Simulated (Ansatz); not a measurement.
## Moving the knobs of a GW run on CsPbBr3 (Pm-3m)

Aim: change settings of a G0W0 run on CsPbBr3 (Pm-3m) and see what moves.

Calculated with Ansatz 0.2.0; G0W0 on PBE, plane waves, norm-conserving pseudopotentials.

### 1. Set-up

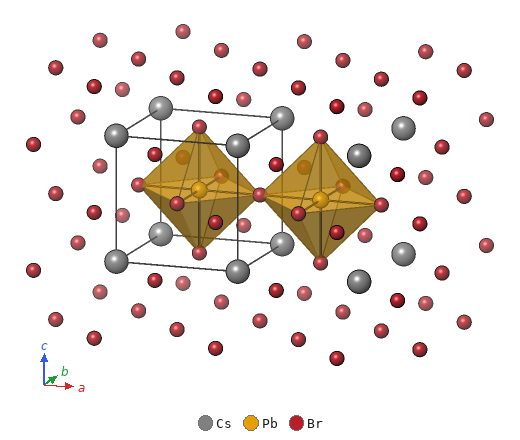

Start, viewed slightly off an axis; caesium grey, lead orange, bromine red. 2×1×1 cells are drawn. Some periodic images of atoms are drawn too.

The cell and positions come from the Crystallography Open Database and are kept as given unless a step says otherwise. Spin-orbit coupling is left out unless a step names it.

### 2. The base run: 2×2×2 mesh, 459 empty bands, screening to 100 eV, norm-conserving files

Now the one-shot GW correction: screening in the RPA, then the self-energy of the levels asked for. This step takes norm-conserving files.

The input, input.yaml:

```yaml
crystal:
  lattice:
    - [5.87, 0.0, 0.0]
    - [0.0, 5.87, 0.0]
    - [0.0, 0.0, 5.87]
  atoms:
    - { symbol: Cs, position: [0.0, 0.0, 0.0] }
    - { symbol: Pb, position: [0.5, 0.5, 0.5] }
    - { symbol: Br, position: [0.0, 0.5, 0.5] }
    - { symbol: Br, position: [0.5, 0.0, 0.5] }
    - { symbol: Br, position: [0.5, 0.5, 0.0] }
kpoints:
  mp_grid: { grid: [2, 2, 2] }
hamiltonian:
  xc: pbe
  pseudopotentials: { kind: nc }
scf:
  occupations: { method: fixed }
gw:
  n_empty_bands: 459
  ecut_chi: 100
  qp_bands: [v2, c2]
  qp_kpoints: band_edges
  screening: { model: contour_deformation }
```

Started as:

```
$ ansatz run input.yaml --threads 2 --pin off --max-ram 92160MiB --backend cuda --events-out ev --progress --plain --runs-dir out --devices 1 --max-vram 13GiB
```

Numbers of over 12 decimals in the logs are rounded to 6 here.

The program printed:

```text
GPUs: using 1 of 1 available (devices: 1).
Engine: ansatz 0.2.0, x86_64-unknown-linux-gnu
Pseudopotentials: kind: nc
Pseudopotential: Cs, nc, valence charge 9, recommended cutoff 680.284656 eV (normal), Cs.nc.azcp
Pseudopotential: Pb, nc, valence charge 14, recommended cutoff 850 eV (normal), Pb.nc.azcp (PseudoDojo's, or run here from an input of PseudoDojo's: the run reads no file of this project's for it)
Pseudopotential: Br, nc, valence charge 7, recommended cutoff 625.861884 eV (normal), Br.nc.azcp
Functional definition: PBE
  parameter kappa = 0.804
  parameter beta = 0.066725
  exchange = pbe_x(kappa = kappa, mu = beta*pi^2/3)
  correlation = pbe_c(beta = beta)
device memory: the entry about to start is reckoned to put 3.0 GiB on a device that reports 50.3 GiB free (of which the cap on the GPU budget leaves the run 13.0 GiB)
GPU FFT provider: cuFFT
GPU libraries: cuBLAS 13.8.2, cuFFT 12.4.0, cuSOLVER 12.3.4
Crystal: 5 atoms, lattice volume = 202.262 Å³
Basis set: ecut = 850 eV, 11363 PW (Γ)
Bands: 27, of which v1, the nominal top of the filled ones, is band 22 counted from 1 (21 counted from 0)
Symmetry: 48 space group operations
Space group: Pm-3m (ITA 221), of the structure as read, at distance tolerance 5.9e-5 Å
k-points: 4 of 8
Non-local potential: Cs, projectors of the file, l = 0: 2, l = 1: 2, l = 2: 2, l = 3: 2
Non-local potential: Pb, projectors of the file, l = 0: 3, l = 1: 2, l = 2: 2, l = 3: 1
Non-local potential: Br, projectors of the file, l = 0: 2, l = 1: 2, l = 2: 2
Initial density: superposition of atomic densities (chi_scale 0.1, normalization cell, long waves kept (reshape's long-wave potential 0.00 eV rms))
Initial wavefunctions: pseudopotential atomic-orbital guess
GPU buffer pool allocated for 216000 grid points (all kernels)
GPU transforms: local potential and band sums: pruned to the plane-wave sphere, on 60×60×60
Functional: x = pbe(κ = 0.804, μ = 0.219515), c = pbe(β = 0.066725)
SCF iter   1: F=—  HF=-4143.095168 eV  |F-HF|=—  |Δ(HF+E_count)|=         —  Δρ=1.90e-2  dr2=2.22e0  ethr=3.10e-3  ⟨swp⟩=5.0  Hψ=474  notcnv=0  defer=8
preconditioner: auto → Resta (q_TF=auto, 2.116 Å⁻¹)  ε∞=2.9  [insulator: Δε(μ)=1.437 eV  Ē_g=12.128 eV  n_scr=26 (ndim 8)  ℏωp=16.9 eV  f_vac=0.010  ε∞_Penn≈2.9]
SCF iter   2: F=—  HF=-4142.342888 eV  |F-HF|=—  |Δ(HF+E_count)|=   7.52e-1  Δρ=1.00e-2  dr2=7.79e-1  ethr=3.10e-3  ⟨swp⟩=2.8  Hψ=200  notcnv=0  defer=9
SCF iter   3: F=—  HF=-4141.954989 eV  |F-HF|=—  |Δ(HF+E_count)|=   3.88e-1  Δρ=2.12e-3  dr2=1.64e-2  ethr=1.77e-3  ⟨swp⟩=3.2  Hψ=207  notcnv=0  defer=10
SCF iter   4: F=—  HF=-4141.955263 eV  |F-HF|=—  |Δ(HF+E_count)|=   2.75e-4  Δρ=5.03e-4  dr2=6.93e-4  ethr=3.72e-5  ⟨swp⟩=2.8  Hψ=208  notcnv=0  defer=10
[...]
NSCF: frozen V_eff on 4 k-points
[...]
device memory: the entry about to start is reckoned to put 4.4 GiB on a device that reports 49.9 GiB free (of which the cap on the GPU budget leaves the run 13.0 GiB)
NSCF: frozen V_eff on 4 k-points
G₀W₀ screening: q 1/4
[... further progress lines ...]
SCF converged after 7 iterations
Free energy (F): -4141.955571 eV
Harris-Foulkes:  -4141.955571 eV  (|F-HF|=3.28e-8)
Internal energy: -4141.955571 eV  (E = F + TS)
E sigma→0 (E₀):  -4141.955571 eV
Fermi energy:    3.919230 eV
--- Per-component energies (eV) ---
  E_band       = -235.907978
  E_kinetic    = 1438.052106
  E_local      = -2818.787107  (includes V_loc(G=0)·N_el)
  E_nonlocal   = 62.933391
  E_hartree    = 911.592824
  E_xc         = -1463.001114
  E_vxc        = -741.293482  (∫ρ·V_xc dr)
  E_ewald      = -2272.745672
  E_smearing   = -0.000000  (= −TS)
  E_closure    = 0.000000  (closes the sum)
  Σ components = -4141.955571   (vs F -4141.955571, Δ=0.00e0)
--- Band table (eV) ---
  k-point 0: bands = [... 18 lower, 1.7998, 1.9195, 1.9195, 1.9195, 6.9375, 8.0319, 8.0319, 8.7717, ... 1 higher]
  k-point 1: bands = [... 18 lower, 1.6686, 1.8100, 1.8100, 2.5064, 6.4183, 8.3897, 8.9979, 9.0597, ... 1 higher]
  k-point 2: bands = [... 18 lower, 1.5751, 1.6888, 2.2815, 3.2240, 5.9345, 5.9345, 8.7625, 9.0994, ... 1 higher]
  k-point 3: bands = [... 18 lower, 2.2936, 2.2936, 2.2936, 3.9192, 5.3835, 5.3835, 5.3835, 8.4247, ... 1 higher]
--- G₀W₀: contour deformation, 6 samples at zero and on the imaginary axis and 1 off it, 8 q-points, 459 empty bands' worth ---
  eigenvalues of the whole cell's RPA ε∞ on this k-mesh (on a slab, of 1 + 4πα/V) = 11.8946, 11.8946, 11.8946; static W/v taken at q = 0 is 0.084071
  bands read: the sum over 481 bands ends inside a degenerate multiplet in 1 slot, whose members it reads at an even weight; the widest, k=0: bands 481 to 482 (counted from 1) at 1/2 each
  gw.qp_kpoints: band_edges: 4 of 4 stored k-points solved, in 1 pass; an edge of the gap read off the rows below is read off those points alone
    ik  band        ε_KS         Σx   Σc(E_QP)       V_xc       Z   E_QP_lin       E_QP  E_QP is
     0    21      1.9195   -19.2417     2.9422   -15.4102  0.7222     0.9909     1.0302  root
     0    22      1.9195   -19.2417     2.9422   -15.4102  0.7222     0.9909     1.0302  root
     0    23      6.9375    -3.6535    -3.5479    -7.2267  0.7910     6.9629     6.9629  root
     0    24      8.0319    -3.2485    -3.5399    -6.9317  0.7896     8.1758     8.1752  root
     1    21      1.8100   -18.9422     2.9858   -15.0380  0.7209     0.8485     0.8917  root
     1    22      2.5064   -19.9717     2.3172   -16.9396  0.7338     1.7699     1.7915  root
     1    23      6.4183    -9.0034    -3.8338   -13.2613  0.7539     6.8488     6.8423  root
     1    24      8.3897    -4.5646    -3.6505    -8.4082  0.7823     8.5840     8.5828  root
[...]
3    21      2.2936   -19.5618     2.9118   -15.7556  0.7252     1.3606     1.3993  root
     3    22      3.9192   -19.8530     1.5823   -17.7201  0.7491     3.3579     3.3687  root
     3    23      5.3835    -7.7091    -3.6548   -11.6752  0.7663     5.6979     5.6948  root
     3    24      5.3835    -7.7091    -3.6548   -11.6752  0.7663     5.6979     5.6948  root
```

Run time: 11 s. Hardware: 1 × NVIDIA H100 80GB HBM3 (shared by 6 runs) with 2 threads of AMD EPYC 7R13 (Zen 3), shared host; peak memory 1.8 GiB.

Reading the cycles: dr2 is the Hartree energy of the density residual (eV), the measure of convergence; HF is the Harris–Foulkes estimate of the energy, which meets the free energy F at convergence.

Numbers from this step:

* bands summed: 481
* RPA ε∞ on this mesh (eigenvalues): 11.89, 11.89, 11.89
* plane waves in the screening matrix: 461
* q-points in the mesh: 8
* G0W0 gap on the mesh: 2.326 eV
* k of the valence top: -0.5, -0.5, -0.5
* k of the conduction bottom: -0.5, -0.5, -0.5
* starting gap on the mesh: 1.464 eV
* Z at the valence top: 0.7491
* Z at the conduction bottom: 0.7663
* least direct G0W0 gap on the computed points: 2.326 eV

The gap on the mesh goes from 1.46 eV to 2.33 eV, a correction of +0.86 eV. Between the two edge states, bare exchange in place of the xc potential would open the gap by 6.10 eV, and correlation takes back 5.24 eV.

### 3. Variant: norm-conserving files, smooth pair densities

Changes to input.yaml since step 2:

```diff
@@ -19,4 +19,4 @@
 gw:
-  n_empty_bands: 459
-  ecut_chi: 100
+  n_empty_bands: 328
+  ecut_chi: 80
   qp_bands: [v2, c2]
@@ -24 +24,2 @@
   screening: { model: contour_deformation }
+  pair_densities: pseudo
```

The program printed:

```text
GPUs: using 1 of 1 available (devices: 1).
[...]
GPU FFT provider: cuFFT
GPU libraries: cuBLAS 13.8.2, cuFFT 12.4.0, cuSOLVER 12.3.4
Crystal: 5 atoms, lattice volume = 202.262 Å³
Basis set: ecut = 850 eV, 11363 PW (Γ)
Bands: 27, of which v1, the nominal top of the filled ones, is band 22 counted from 1 (21 counted from 0)
[... 1 set-up line as in the run before ...]
[...]
k-points: 4 of 8
[...]
GPU buffer pool allocated for 216000 grid points (all kernels)
[...]
SCF iter   1: F=—  HF=-4143.095168 eV  |F-HF|=—  |Δ(HF+E_count)|=         —  Δρ=1.90e-2  dr2=2.22e0  ethr=3.10e-3  ⟨swp⟩=5.0  Hψ=474  notcnv=0  defer=8
[...]
SCF iter   7: F=-4141.955571 eV  HF=-4141.955571 eV  |F-HF|=3.28e-8  |Δ(HF+E_count)|=   6.91e-7  Δρ=4.01e-6  dr2=2.74e-8  ethr=2.27e-10  ⟨swp⟩=12.5  Hψ=581  notcnv=0
SCF 1 converged in 7 iterations: F = -4141.955571 eV  dr2 = 2.74e-8
[...]
NSCF: frozen V_eff on 4 k-points
[...]
G₀W₀ screening: q 1/4
[... further progress lines ...]
SCF converged after 7 iterations
Free energy (F): -4141.955571 eV
[...]
Internal energy: -4141.955571 eV  (E = F + TS)
E sigma→0 (E₀):  -4141.955571 eV
Fermi energy:    3.919230 eV
[...]
--- Band table (eV) ---
  k-point 0: bands = [... 18 lower, 1.7998, 1.9195, 1.9195, 1.9195, 6.9375, 8.0319, 8.0319, 8.7717, ... 1 higher]
  k-point 1: bands = [... 18 lower, 1.6686, 1.8100, 1.8100, 2.5064, 6.4183, 8.3897, 8.9979, 9.0597, ... 1 higher]
  k-point 2: bands = [... 18 lower, 1.5751, 1.6888, 2.2815, 3.2240, 5.9345, 5.9345, 8.7625, 9.0994, ... 1 higher]
  k-point 3: bands = [... 18 lower, 2.2936, 2.2936, 2.2936, 3.9192, 5.3835, 5.3835, 5.3835, 8.4247, ... 1 higher]
[...]
0    21      1.9195   -16.4905     3.0306   -12.6007  0.7232     1.0242     1.0603  root
     0    22      1.9195   -16.4905     3.0306   -12.6007  0.7232     1.0242     1.0603  root
     0    23      6.9375    -2.5461    -3.5344    -6.0543  0.7912     6.9114     6.9114  root
     0    24      8.0319    -2.7275    -3.5136    -6.3471  0.7893     8.1382     8.1379  root
     1    21      1.8100   -16.3173     3.0707   -12.3593  0.7219     0.8833     0.9228  root
     1    22      2.5064   -16.6072     2.3723   -13.5167  0.7346     1.7662     1.7882  root
     1    23      6.4183    -7.4658    -3.1987   -10.8249  0.7531     6.5795     6.5787  root
     1    24      8.3897    -3.2737    -3.6153    -7.0321  0.7824     8.5334     8.5327  root
[...]
3    21      2.2936   -16.6830     2.9990   -12.8238  0.7263     1.3982     1.4334  root
     3    22      3.9192   -16.4157     1.6857   -13.9552  0.7494     3.1202     3.1444  root
     3    23      5.3835    -6.5278    -3.1193    -9.7316  0.7656     5.4681     5.4678  root
     3    24      5.3835    -6.5278    -3.1193    -9.7316  0.7656     5.4681     5.4678  root
```

Run time: 8.6 s. Hardware: 1 × NVIDIA H100 80GB HBM3 (shared by 6 runs) with 2 threads; peak memory 1.5 GiB.

The G0W0 gap on the mesh is 2.323 eV.

Against the base:

| setting | base | variant |
| --- | --- | --- |
| empty bands | 459 | 328 |
| screening cutoff (eV) | 100 | 80 |
| pair densities | - | pseudo |

```csv
quantity,variant,base
starting gap on the mesh,1.464,1.464
G0W0 gap on the mesh,2.323,2.326
least direct G0W0 gap on the computed points,2.323,2.326
Z at the valence top,0.749,0.749
Z at the conduction bottom,0.766,0.766
```

### 4. What came out

| Item | Value |
| --- | --- |
| base | 2.33 eV, 11 s |
| norm-conserving files, smooth pair densities | 2.32 eV, 8.6 s |

**Reading.** Norm-conserving files, smooth pair densities: the gap moves by −0.003 eV. The variant differs from the base in empty bands, screening cutoff and pair densities together, so the change can't be laid to one of them. All runs here use a coarse mesh and modest cutoffs; they test settings and are not final values. The 2×2×2 mesh is coarse for this cell (its supercell is 12 Å along the shortest edge). The RPA ε∞ on it, from the PBE start, is 11.89; such meshes misread the long-range screening, most where the gap is narrow. Where an edge is built on 6p states of lead, bismuth or thallium, scalar-relativistic gaps usually stand too wide, by a few tenths to over one eV. This is the ideal cubic cell; many perovskites, halides above all, are cubic only on average, and local tilts or off-centring can widen the gap. The many-body steps are scalar-relativistic: spin-orbit coupling is not in them.

[Paths, hosts, dates, memory and timing lines, banners, echoed tables and standing remarks are left out of the program output.]

[Logs are printed without paths, hosts, clocks, repeated set-up lines and the standing remarks that a program may print on its own settings, such as how far it seeks lower states.]

[Runs of the session that timed out or met a known fault of the program may be left out.]

[Cells called generated may have been cut or substituted from an entry of the Crystallography Open Database or the Materials Project.]

[Hosts, paths, dates, database ids (printed as entryN), source tags and the programs' standing remarks are cut or masked in the printed files.]
